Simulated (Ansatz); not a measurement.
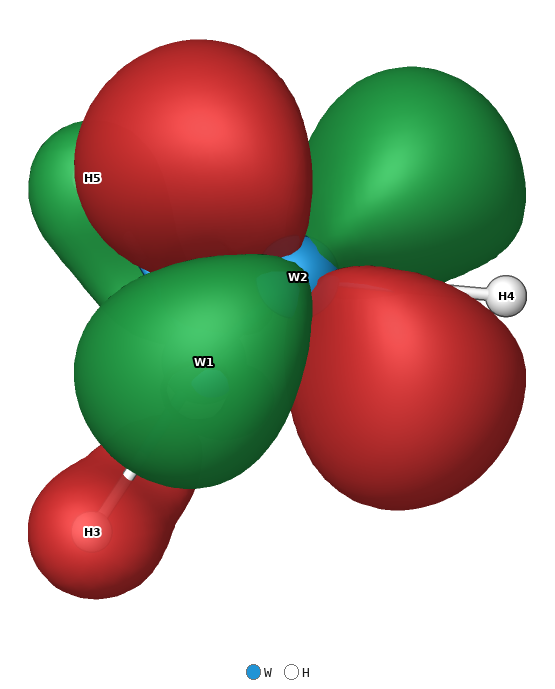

The picture shows: H₃W₂ (quartet). The HOMO−1 (α) at ±0.08 Å⁻³ᐟ² (green and red are the two phases), seen at a tilt.

Geometry: PBE-D4/def2-TZVP; core potentials replace the inner electrons of W.

These are results of UKS PBE0-D4/def2-TZVP (Ansatz), not measurements.

```xyz
5

W    -0.3052   -0.7765   -0.2078
W     0.4571    1.2562    0.3218
H     0.9420   -1.0958   -1.3544
H    -0.9981    2.0311   -0.1395
H    -0.0957   -1.4149    1.3798
```

**Describe this orbital and give its energy.**

By Hirshfeld shares it lies mainly on W2 (about 85 %) and W1 (about 5 %). Its energy is −5.57 eV.
